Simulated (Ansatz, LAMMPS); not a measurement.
# Molecular dynamics of glassy 64SiO2-25B2O3-6MgO-6Na2O (mol %) (124 atoms)

Wanted: a short trajectory of glassy 64SiO2-25B2O3-6MgO-6Na2O (mol %) (124 atoms) with its pair distributions.

Method: Kohn-Sham DFT, LDA, PAW (set soft_2), plane waves, in Ansatz 0.2.0.

## Step 1: The structure

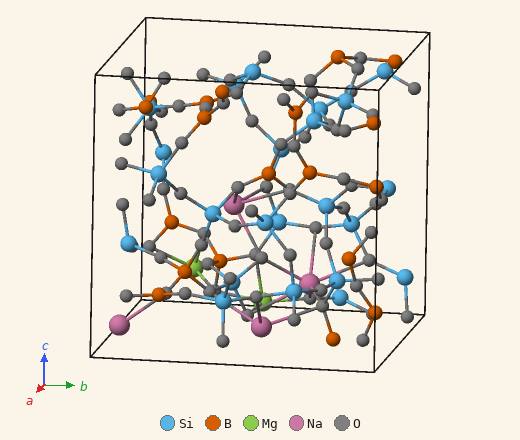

The cell as given, slightly off an axis (silicon blue, boron orange, magnesium green, sodium pink, oxygen grey). Some periodic images of atoms are drawn too.

The cell holds 124 atoms: 23 Si, 18 B, 2 Mg, 4 Na and 77 O. Its edges and angles: a = 11.613 Å, b = 11.613 Å, c = 11.613 Å, α = 90.0°, β = 90.0°, γ = 90.0°. 124 atoms (23 Si, 18 B, 2 Mg, 4 Na, 77 O) placed at random at 2.19 g/cm³, melted at 3000 K for 20 ps at fixed volume with the Buckingham and Coulomb pair potential of Guillot and Sator (Geochim. Cosmochim. Acta 71, 1249 (2007)) with the boron terms of Wang et al. (J. Non-Cryst. Solids 498, 294 (2018)). Quenched from 3000 K to 300 K at 50 K/ps and fixed volume, held 10 ps at zero pressure, then minimised at fixed cell.

Before any run, some limits are plain. The quench rate of 50 K/ps is many orders above laboratory rates, so the cell is likely richer in defects and strain than a real sample. The network of bonds at the start is that of the classical potential that made the cell. Sampling is at Γ alone, for a cell whose shortest periodic width is 12 Å.

## Step 2: Single point at the start

A single point comes first, to see the forces before anything moves.

The input, input.yaml:

```yaml
crystal:
  lattice:
    - [11.6129, 0.0, 0.0]
    - [0.0, 11.6129, 0.0]
    - [0.0, 0.0, 11.6129]
  atoms:
    - { symbol: Si, position: [0.67782, 0.36678, 0.46222] }
    - { symbol: Si, position: [0.08769, 0.86064, 0.87359] }
    - { symbol: Si, position: [0.89076, 0.44594, 0.19982] }
    - { symbol: Si, position: [0.02744, 0.70557, 0.05053] }
    [... 114 atom lines left out ...]
    - { symbol: O, position: [0.27993, 0.55667, 0.84893] }
    - { symbol: O, position: [0.91316, 0.91724, 0.28495] }
    - { symbol: O, position: [0.40678, 0.49321, 0.2578] }
    - { symbol: O, position: [0.49569, 0.72647, 0.11774] }
    - { symbol: O, position: [0.09772, 0.39681, 0.6747] }
    - { symbol: O, position: [0.12378, 0.24001, 0.27341] }
kpoints:
  mp_grid: { grid: [1, 1, 1] }
hamiltonian:
  xc: lda
scf:
  occupations: { method: fixed }
output:
  forces: true
```

Command:

```
ansatz run input.yaml --threads 4 --pin off --max-ram 8192MiB --backend cpu --events-out ev --progress --plain --runs-dir out
```

It took 18 s on 4 threads of Arm Neoverse V2, shared host; peak memory 1.9 GiB; 71 s of CPU time.

Read from the output:

* free energy: -69239.1826 eV
* free energy per atom: -558.3805 eV/atom
* SCF cycles: 11
* r.m.s. force component: 0.7172 eV/Å
* longest force: 4.11 eV/Å
* Fermi energy: 3.82 eV

The r.m.s. force component of 0.72 eV/Å sets the starting point.

Length of the force by element:

```
element  coordination  atoms  mean length of the force (eV/Å)  spread  least   most
      B           all     18                             1.74   0.966  0.145   4.11
     Mg           all      2                             1.06   0.345  0.713   1.40
     Na           all      4                            0.485   0.330  0.173  0.985
      O           all     77                            0.820   0.621  0.127   3.55
     Si           all     23                             1.11   0.548  0.486   3.00
```

## Step 3: Dynamics at 300 K

A Langevin thermostat couples each atom to a heat bath, at the price of damped dynamics. The time step is 1.0 fs.

Changes to input.yaml since step 2:

```diff
@@ -15 +15,8 @@
   forces: true
+md:
+  timestep: 1.0
+  n_steps: 180
+  ensemble: nvt_langevin
+  temperature: 300
+  initial_velocities: maxwell_boltzmann
+  seed: 3562
```

It took 38 min on 4 threads; peak memory 2.1 GiB.

The program notes that it switched symmetry off.

The trajectory, sampled:

```
time (fs)  T (K)  potential (meV/atom)
      0.0    298                   0.0
     12.0    290                   2.4
     24.0    270                   5.4
     36.0    363                  -6.5
     48.0    404                  -8.9
     60.0    381                  -6.1
     72.0    398                  -9.2
     84.0    350                  -8.3
     96.0    345                  -8.5
    108.0    320                  -8.4
    120.0    356                 -12.0
    132.0    326                 -11.5
    144.0    366                 -14.7
    156.0    347                 -13.5
    168.0    341                 -14.2
    180.0    340                 -16.9
```

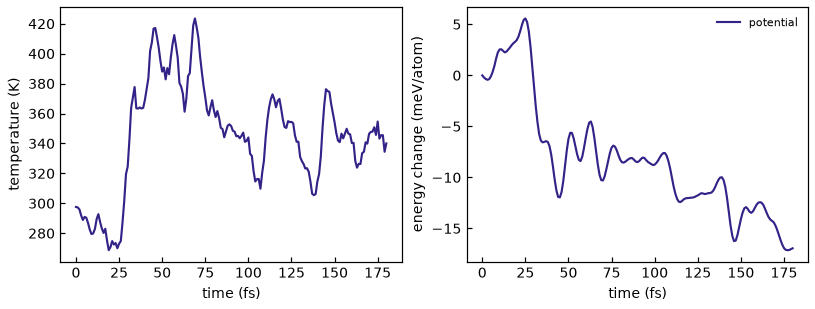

Temperature and energies against time.

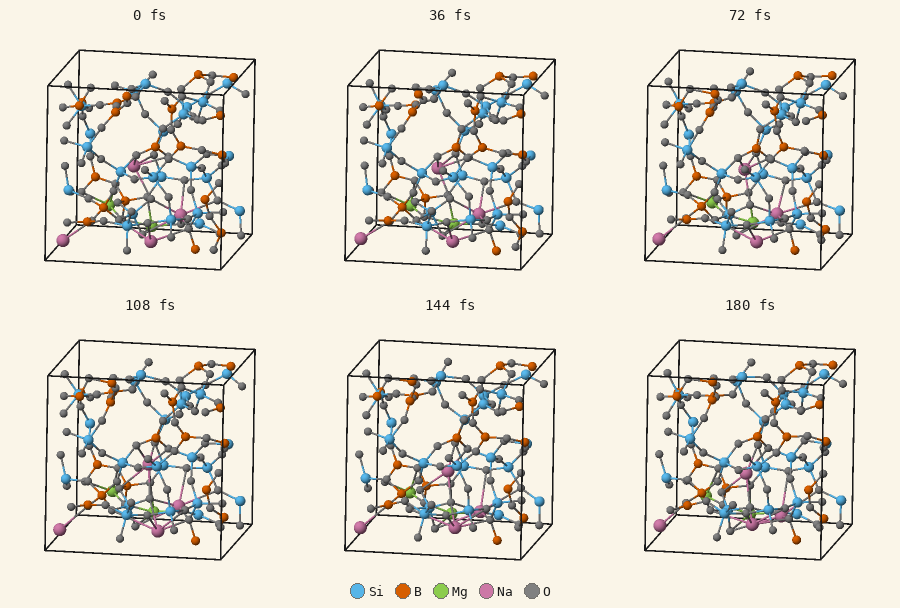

6 frames of the run.

Mean square displacement from the first frame to the last: Si 0.067 Å², B 0.17 Å², Mg 0.11 Å², Na 0.71 Å², O 0.17 Å².

Mean square displacement against time lag:

```
time lag (fs)   B (Å²)  Mg (Å²)  Na (Å²)   O (Å²)  Si (Å²)
          1.0   9.6e-5   4.4e-5   6.7e-5   5.1e-5   2.6e-5
         12.0  0.00991  0.00590  0.00978  0.00627  0.00310
         23.0   0.0198   0.0191   0.0356   0.0178  0.00808
         34.0   0.0259   0.0357   0.0759   0.0311   0.0125
         45.0   0.0304   0.0538    0.127   0.0451   0.0169
         56.0   0.0390   0.0725    0.185   0.0584   0.0215
         67.0   0.0508   0.0900    0.244   0.0714   0.0261
         78.0   0.0619    0.104    0.299   0.0843   0.0307
         90.0   0.0712    0.112    0.352   0.0976   0.0358
```

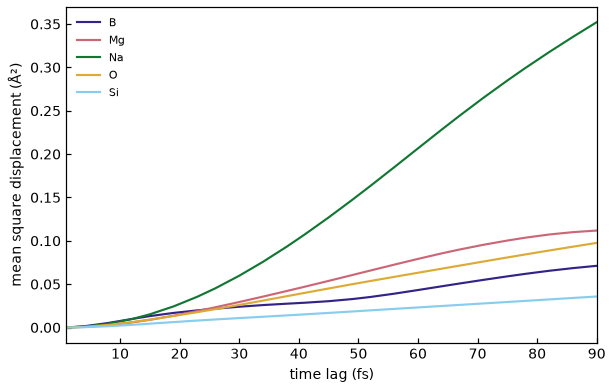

Mean square displacement against time lag.

Over the second half of 180 fs the temperature averages 342 K with swings of 17 K r.m.s. From first frame to last Na has the largest mean square displacement, 0.71 Å² at the end; the farthest move is 1.40 Å. The count of bonds goes from 175 in the first frame to 174 in the last, by one set of cutoffs: 8 pairs passed out of them and 7 came within. The run spans 0.18 ps, too short for its means to be equilibrium values.

## Step 4: Structure statistics late in the run

The g(r) is a mean over the second half; what follows it is taken at the last frame.

Bonds before and after, by the cutoffs listed below:

```
pair  bonds before  bonds after  mean before (Å)  mean after (Å)  spread before (Å)  spread after (Å)
O-Si            92           92            1.637           1.630              0.014             0.038
 O-B            57           58            1.410           1.404              0.031             0.074
O-Na            14           15            2.570           2.384              0.133             0.181
O-Mg            12            9            2.141           2.038              0.165             0.131
```

Density 2.35 g/cm³, 12.63 Å³ an atom.

Mean of 14 frames. g(r), total and by pair (bins of 0.2 Å):

```
r (Å)  total   O-O   O-Si    O-B  O-Na  O-Mg  Si-Si
 1.20   0.06  0.00   0.00   0.32  0.00  0.00   0.00
 1.40   2.17  0.00   0.00  12.04  0.00  0.00   0.00
 1.60   2.92  0.00  11.86   0.99  0.00  0.00   0.00
 1.80   0.12  0.00   0.34   0.00  0.00  1.91   0.00
 2.00   0.09  0.00   0.00   0.01  0.42  3.43   0.00
 2.20   0.21  0.26   0.00   0.01  1.34  2.56   0.00
 2.40   1.04  2.31   0.00   0.03  2.15  1.12   0.00
 2.60   1.47  2.96   0.06   0.28  1.27  0.33   0.00
 2.80   1.08  1.64   0.08   0.41  0.98  0.67   0.92
 3.00   0.70  0.66   0.38   0.71  0.82  1.11   1.72
 3.20   0.94  0.65   0.69   1.13  0.84  1.04   4.09
 3.40   0.80  0.56   0.88   1.33  1.09  0.53   0.12
 3.60   0.96  0.53   1.22   1.69  1.21  1.28   0.23
 3.80   1.11  0.67   1.91   1.31  1.11  1.93   0.59
 4.00   1.10  0.82   1.74   1.02  0.81  1.55   0.90
 4.20   1.09  0.92   1.54   0.96  1.31  0.62   0.93
 4.40   0.95  1.01   0.87   0.76  0.83  0.92   0.93
 4.60   0.98  1.25   0.58   0.72  1.47  0.73   1.34
 4.80   1.00  1.35   0.63   0.76  1.10  1.16   1.17
 5.00   1.10  1.40   0.76   0.89  0.96  0.86   0.73
 5.20   1.05  1.18   0.79   1.08  0.85  0.61   0.98
 5.40   0.99  0.93   1.00   1.06  1.18  0.98   1.12
 5.60   1.00  0.84   1.03   1.27  0.93  0.89   1.44
```

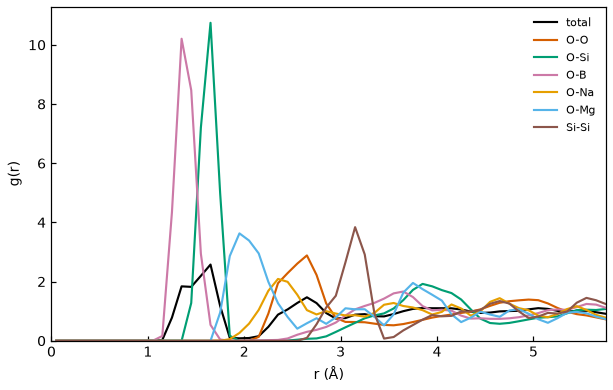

Pair distribution functions, lightly smoothed.

Bonds by pair of elements; cutoffs follow the first minimum of g(r), held within bounds set by covalent radii, and pairs that aren't listed don't count as bonded:

```
pair A-B  cutoff (Å)  bonds  mean length (Å)  spread (Å)  shortest (Å)  B about A  A about B
    O-Si        2.08     92             1.63       0.038          1.52       1.20          4
     O-B        1.83     58             1.40       0.074          1.21      0.753       3.22
    O-Na        2.73     15             2.38       0.181          2.01      0.195       3.75
    O-Mg        2.58      9             2.04       0.131          1.89      0.117        4.5
```

How many atoms have how many bonded neighbours:

```
element  mean   2   3   4  5
      B  3.22   0  14   4  0
     Mg   4.5   0   0   1  1
     Na  3.75   0   1   3  0
      O  2.26  60  14   3  0
     Si     4   0   0  23  0
```

Bond angles, per cent of each kind in bins of 5°:

```
angle (°)  O-Si-O  O-B-O  B-O-Si  Si-O-Si  O-Na-O
    55–60     0.0    0.0     0.0      0.0     4.8
    60–65     0.0    0.0     0.0      0.0     4.8
    65–70     0.0    0.0     0.0      0.0     4.8
    70–75     0.0    0.0     0.0      0.0     4.8
    75–80     0.0    0.0     0.0      0.0     9.5
    80–85     0.0    0.0     0.0      0.0    14.3
    85–90     0.0    0.0     0.0      0.0     4.8
    90–95     0.0    0.0     0.0      0.0     0.0
   95–100     2.9    1.5     0.0      0.0     0.0
  100–105    21.0    3.0     0.0      0.0     4.8
  105–110    33.3   13.6     0.0      0.0     0.0
  110–115    28.3   22.7     2.9      3.6    19.0
  115–120    10.9   27.3     5.9      7.1     0.0
  120–125     2.9   28.8     8.8      0.0     0.0
  125–130     0.7    3.0    14.7      3.6     9.5
  130–135     0.0    0.0    20.6      3.6     4.8
  135–140     0.0    0.0     8.8     14.3     0.0
  140–145     0.0    0.0     2.9     10.7     0.0
  145–150     0.0    0.0    17.6      3.6     0.0
  150–155     0.0    0.0    11.8     14.3     0.0
  155–160     0.0    0.0     0.0     25.0     0.0
  160–165     0.0    0.0     2.9      7.1     4.8
  165–170     0.0    0.0     2.9      3.6     4.8
  170–175     0.0    0.0     0.0      3.6     4.8
```

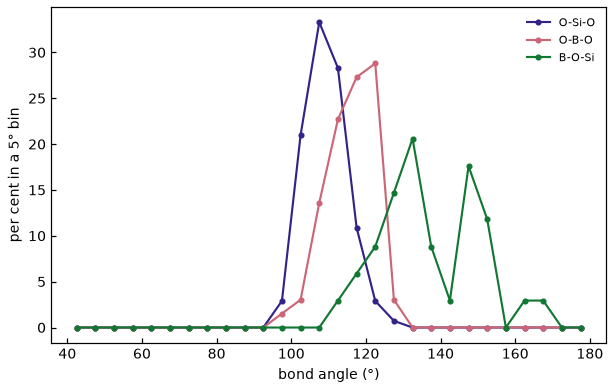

Distributions of the most common bond angles.

Bond angles (no mean is given where the spread exceeds 20°):

```
  angle  count  mean (°)  spread (°)
 O-Si-O    138       109         5.6
  O-B-O     66       116         6.5
 B-O-Si     34       137        12.9
Si-O-Si     28       147        15.4
 O-Na-O     21         -           -
```

Oxygen atoms by the number of network formers (Si, P, Ge, B, Al, As, Ga) bound to them:

```
network formers bound to O  O atoms  per cent
                         0        0         0
                         1        4       5.2
                         2       73      94.8
```

Network units: each former by its oxygen neighbours and how many of them bridge to another former:

```
former  O neighbours  bridging O  atoms
    Si             4           3      2
    Si             4           4     21
     B             3           2      1
     B             3           3     13
     B             4           3      1
     B             4           4      3
```

Bond length by coordination (bonds to H left out):

```
element  coordination  atoms  mean bond length (Å)
      B             3     14                  1.37
      B             4      4                  1.49
     Mg             4      1                  1.99
     Mg             5      1                  2.08
     Na             3      1                  2.29
     Na             4      3                  2.41
      O             2     60                  1.55
      O             3     14                   1.8
      O             4      3                  2.02
```

Rings of the network by King's shortest-path rule, up to 12 atoms, one path for each pair of neighbours; H, halogens, alkali and alkaline-earth atoms are left out, and the last column divides by all other atoms, bonded or not:

```
ring size (atoms)  rings  per network atom
                6      2             0.017
                8      2             0.017
               10      6             0.051
               12      7             0.059
```

Counting bonds as in the table, 78 % of B atoms have 3, 50 % of Mg atoms have 4 and as many 5, 75 % of Na atoms have 4 and 78 % of O atoms have 2 bonded neighbours. The O-Si-O angle averages 109° with a spread of 6°. 95 % of the oxygens bridge two formers (Si and B) and 5 % are non-bridging. The commonest Si unit has 4 oxygens, 4 of them shared with other formers (21 of 23 atoms). Rings of 12 atoms are the most common (41 % of those counted); sizes run from 6 to 12, where the search stops.

## Step 5: Single point at the last frame

The last frame is solved again with fuller output, to read the electronic structure of a thermally displaced geometry.

The input, input.yaml:

```yaml
crystal:
  lattice:
    - [11.6129, 0.0, 0.0]
    - [0.0, 11.6129, 0.0]
    - [0.0, 0.0, 11.6129]
  atoms:
    - { symbol: Si, position: [0.6751, 0.38602, 0.45823] }
    - { symbol: Si, position: [0.08469, 0.84216, 0.86764] }
    - { symbol: Si, position: [0.88561, 0.42888, 0.21228] }
    - { symbol: Si, position: [0.01607, 0.68909, 0.04455] }
    [... 114 atom lines left out ...]
    - { symbol: O, position: [0.27689, 0.54884, 0.87315] }
    - { symbol: O, position: [0.95124, 0.92681, 0.28673] }
    - { symbol: O, position: [0.45006, 0.49677, 0.16161] }
    - { symbol: O, position: [0.51122, 0.7311, 0.12042] }
    - { symbol: O, position: [0.06052, 0.39524, 0.67023] }
    - { symbol: O, position: [0.1615, 0.26347, 0.31343] }
kpoints:
  mp_grid: { grid: [1, 1, 1] }
hamiltonian:
  xc: lda
scf:
  occupations: { method: fixed }
output:
  forces: true
  stress: true
  populations: true
  dos:
    method: { smearing: { sigma: 0.1 } }
    de: 0.1
    projected: { site_lists: { B: [B], Mg: [Mg], Na: [Na], O: [O], Si: [Si] } }
  eigenvalues: true
  write_density: true
  write_potential: true
  volumetric_format: npy
  elf: true
```

Wall time 39 s (4 threads); peak memory 2.2 GiB; 2.5 min of CPU time.

Read from the output:

| Quantity | Value |
| --- | --- |
| free energy | -69241.2850 eV |
| free energy per atom | -558.3975 eV/atom |
| SCF cycles | 11 |
| pressure | -3.595 GPa |
| r.m.s. force component | 0.8886 eV/Å |
| longest force | 4.674 eV/Å |
| Fermi energy | 2.795 eV |
| gap (highest filled to lowest empty level) | 3.86 eV |
| spilling of the projection | 0.01126 |

Neighbours are counted within 2.08 Å (O-Si), 1.83 Å (O-B), 2.73 Å (O-Na), 2.58 Å (O-Mg), the cutoffs taken from the dynamics.

Length of the force by element and coordination:

```
element  coordination  atoms  mean length of the force (eV/Å)  spread  least   most
      B           all     18                             1.70    0.87  0.686   4.67
      B             3     14                             1.67   0.914  0.908   4.67
      B             4      4                             1.80   0.685  0.686   2.54
     Mg           all      2                            0.475  0.0262  0.449  0.502
     Mg             4      1                            0.449       0  0.449  0.449
     Mg             5      1                            0.502       0  0.502  0.502
     Na           all      4                            0.657   0.332  0.318   1.18
     Na             3      1                             1.18       0   1.18   1.18
     Na             4      3                            0.485   0.167  0.318  0.714
      O           all     77                             1.12   0.649  0.192   3.69
      O             2     60                             1.13   0.672  0.192   3.69
      O             3     14                             1.16   0.593  0.276   2.34
      O             4      3                            0.947   0.343  0.546   1.38
     Si           all     23                             1.87   0.816  0.853   4.45
```

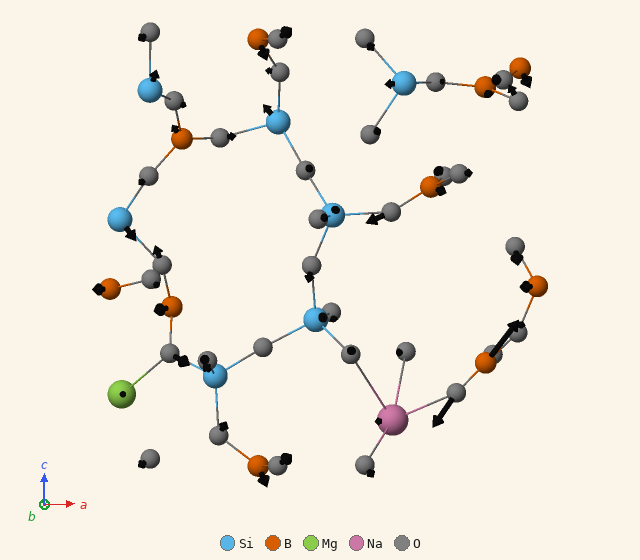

Forces as arrows; the longest in the cell is 4.67 eV/Å. Drawn is a slice 4 Å thick, seen along the normal of the ac plane. Bonds to atoms that aren't drawn are left out.

Löwdin charges by element and coordination (they lack the spilled electrons, 0.060 e an atom on average):

```
element  coordination  atoms  mean charge (e)  spread   least    most
      B           all     18            0.596  0.0438   0.490   0.645
      B             3     14            0.611  0.0323   0.518   0.645
      B             4      4            0.541  0.0336   0.490   0.579
     Mg           all      2             1.65  0.0053    1.65    1.66
     Mg             4      1             1.66       0    1.66    1.66
     Mg             5      1             1.65       0    1.65    1.65
     Na           all      4            0.815  0.0139   0.794   0.832
     Na             3      1            0.821       0   0.821   0.821
     Na             4      3            0.814  0.0156   0.794   0.832
      O           all     77           -0.642   0.141  -0.990  -0.311
      O             2     60           -0.629   0.133  -0.775  -0.311
      O             3     14           -0.665   0.155  -0.980  -0.412
      O             4      3           -0.790   0.143  -0.990  -0.660
     Si           all     23             1.72  0.0316    1.61    1.77
```

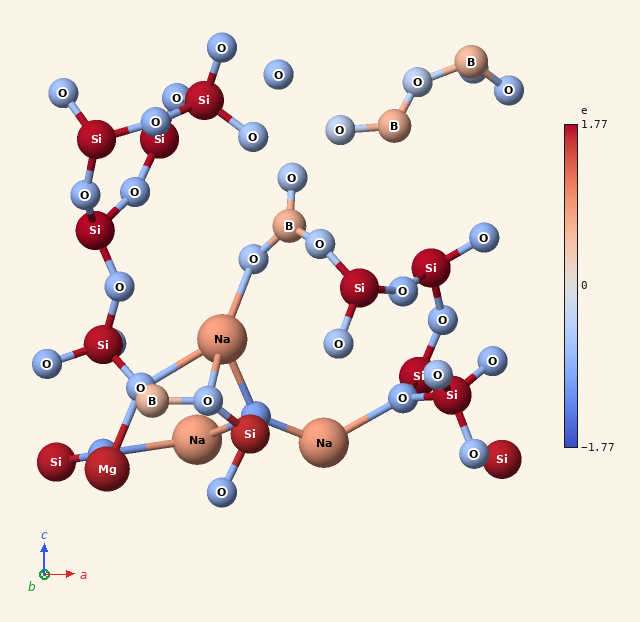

Atoms coloured by Löwdin charge. Drawn is a slice 4 Å thick, seen along the normal of the ac plane. Bonds to atoms that aren't drawn are left out.

States in the cell by windows of 1 eV, zero at the Fermi level; the larger projections on atomic orbitals stand beside the total:

```
from (eV)  to (eV)  total   O p  Si p  B p   O s
      -18      -17   16.4   0.2   1.8  1.4  12.4
      -17      -16    7.6   0.2   0.4  0.9   5.6
      -16      -15    2.0   0.0   0.3  0.0   1.5
      -15      -11    0.0   0.0   0.0  0.0   0.0
      -11      -10   11.4   7.8   0.2  0.4   0.3
      -10       -9   19.4  13.3   0.7  0.7   0.6
       -9       -8   24.2  16.9   1.4  1.6   0.8
       -8       -7   41.0  29.6   4.4  4.1   0.8
       -7       -6   41.8  31.0   5.3  3.8   0.7
       -6       -5   29.0  21.6   2.1  3.6   1.0
       -5       -4   48.9  40.0   2.6  2.9   2.1
       -4       -3   71.2  63.4   2.5  1.6   2.0
       -3       -2   85.5  79.5   1.7  1.2   1.5
       -2       -1   70.1  67.1   0.7  0.5   0.7
       -1        0   17.4  16.5   0.2  0.2   0.1
        0        1    2.0   2.0   0.0  0.0   0.0
        1        3    0.0   0.0   0.0  0.0   0.0
        3        4    1.9   0.1   0.1  0.1   0.4
        4        5    2.2   0.2   0.2  0.4   0.3
```

With fixed occupations the program's Fermi level is the highest filled level; weight inside the gap is the broadening of levels at its edges.

Between -26 and -18 eV lie 152 more states.

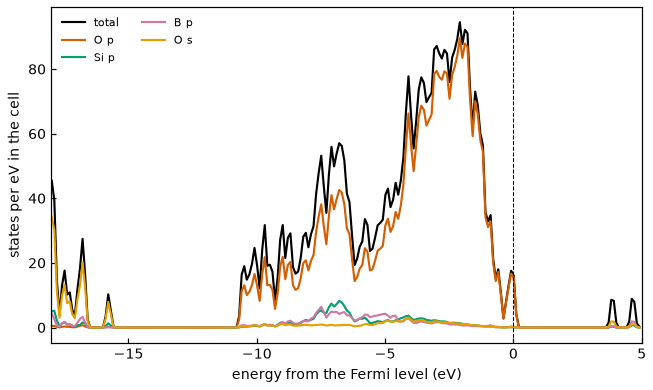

Total and projected density of states, with the broadening of the input.

The levels nearest the highest filled one (over half full), pooled over k-points and spins:

```
level less the highest filled one (eV)  occupation
                                -0.774           2
                                -0.625           2
                                -0.536           2
                                -0.227           2
                               -0.0725           2
                                     0           2
                                  3.86           0
                                  4.66           0
                                  5.13           0
                                  5.16           0
                                  5.33           0
                                  5.36           0
```

Mean Löwdin charges: B +0.60, Mg +1.65, Na +0.82, O -0.64, Si +1.72 e (they miss 1.1 % of the electrons, so they add up to more than the cell's charge).

## Step 6: Outcome

```yaml
mean_temperature_second_half: 342.4 K
temperature_swing_second_half: 16.77 K
free_energy_per_atom: -558.3975 eV/atom
pressure: -3.595 GPa
r_m_s_force_component: 0.8886 eV/Å
spacing_of_highest_filled_and_lowest_empty_level: 3.86 eV
wall_time_of_the_3_dft_runs: 39 min
```

Over the second half of 180 fs the temperature averages 342 K with swings of 17 K r.m.s. The count of bonds goes from 175 in the first frame to 174 in the last, by one set of cutoffs: 8 pairs passed out of them and 7 came within. The run spans 0.18 ps, too short for its means to be equilibrium values. Counting bonds as in the table, 78 % of B atoms have 3, 50 % of Mg atoms have 4 and as many 5, 75 % of Na atoms have 4 and 78 % of O atoms have 2 bonded neighbours. 95 % of the oxygens bridge two formers (Si and B) and 5 % are non-bridging. Filled and empty levels are parted by 3.86 eV (at Γ alone); a local or semilocal functional tends to put such gaps too low. In a disordered cell it changes from sample to sample, and tail or defect levels can set it.

Caveats: The network of bonds at the start is that of the classical potential that made the cell; in DFT 8 of its 175 bonded pairs passed out of the cutoffs and 7 came within them. The pressure of -3.6 GPa is that of one thermal frame at a volume set beforehand, without the kinetic term.

[Logs are printed without paths, hosts, clocks, repeated set-up lines and the standing remarks that a program may print on its own settings, such as how far it seeks lower states.]

[Hosts, paths, dates, database ids (printed as entryN), source tags and the programs' standing remarks are cut or masked in the printed files.]
